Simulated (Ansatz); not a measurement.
The figure comes from a scan of SrTiO3 (cubic perovskite): volume and axial ratio are varied about the relaxed values (subscript 0). The numbers are results of PBE (plane waves to 420 eV, PAW, scalar-relativistic; Ansatz, an electronic-structure program), not measurements. k mesh 8×8×8 (Γ-centred), Fermi-Dirac smearing 0.05 eV. Stress and pressure are positive under compression. SrTiO3 is run without spin polarisation. SrTiO3 was relaxed with its symmetry unable to fall. The PAW data are Ansatz's earlier set. 

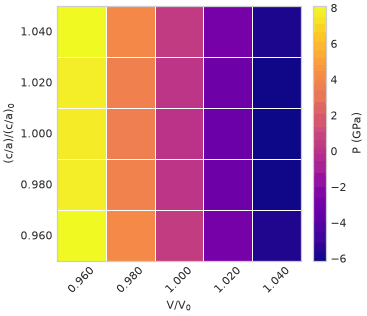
Figure: P (GPa), one tile a computed point.

Q: Read the plotted values off the figure, to the accuracy that the plot allows.

A: To the nearest 2:

P (GPa), with V/V₀ across and (c/a)/(c/a)₀ down:

```tsv
(c/a)/(c/a)₀ \ V/V₀	0.960	0.980	1.000	1.020	1.040
0.960	8	4	0	-2	-6
0.980	8	4	0	-4	-6
1.000	8	4	0	-4	-6
1.020	8	4	0	-4	-6
1.040	8	4	0	-2	-6
```

(A scan under strain: stresses follow from slopes of the energy per volume, elastic moduli from its curvatures.)
